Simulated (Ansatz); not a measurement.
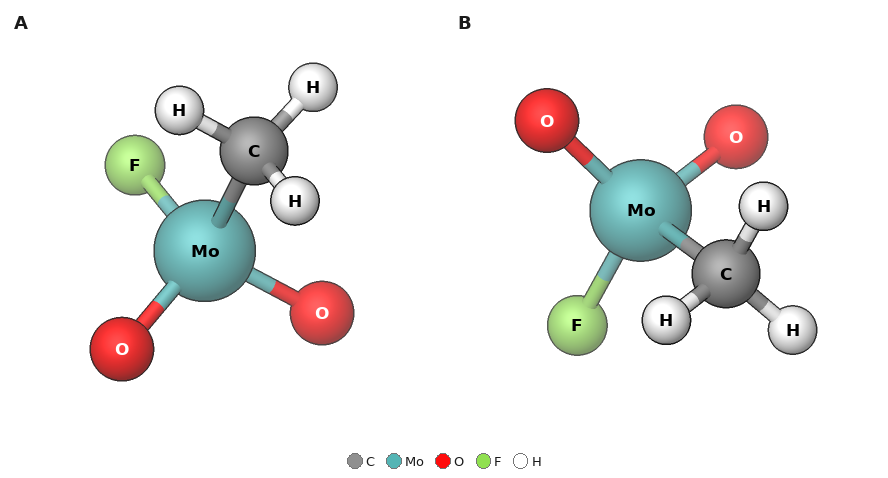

Distant atoms are faded towards the background colour. The species is neutral and a spin singlet. Computed geometry: PBE-D4/def2-SVP optimisation. No frequency run is at hand to confirm it as a minimum.

**How are A and B related: the same structure turned, mirror images, conformers, diastereomers or constitutional isomers?**

They are the same structure, CH3FMoO2 ([CH3][Mo](=[O])(=[O])[F]), seen from two directions. With point group Cs it is achiral, so its mirror image would be the same too.
